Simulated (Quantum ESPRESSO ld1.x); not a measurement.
The technetium ion Tc⁺ in the configuration [Kr] 4d3 5s2 5p1 (high spin). Computed with Quantum ESPRESSO ld1.x 7.5: scalar-relativistic Kohn-Sham, LDA (Slater exchange, Perdew-Zunger correlation), spin-polarised, spherical densities, point nucleus.

```
 &input
    zed=43.0,
    iswitch=1,
    rel=1,
    lsd=1,
    dft='PZ',
    config='[Kr] 4d3 5s2 5p1',
    verbosity='high',
    prefix='ld1',
    max_out_wfc=37,
    file_charge='ld1.rho',
 /
```

Wanted: the radial spin density.

The curve integrates to 4 unpaired electrons, held by 4d (+3) and 5p (+1). Its largest value, 2.31 electrons/bohr, lies near r = 1.2 bohr. Regions of the opposite sign are negligible.

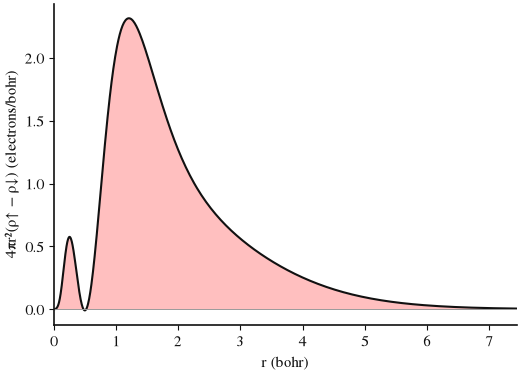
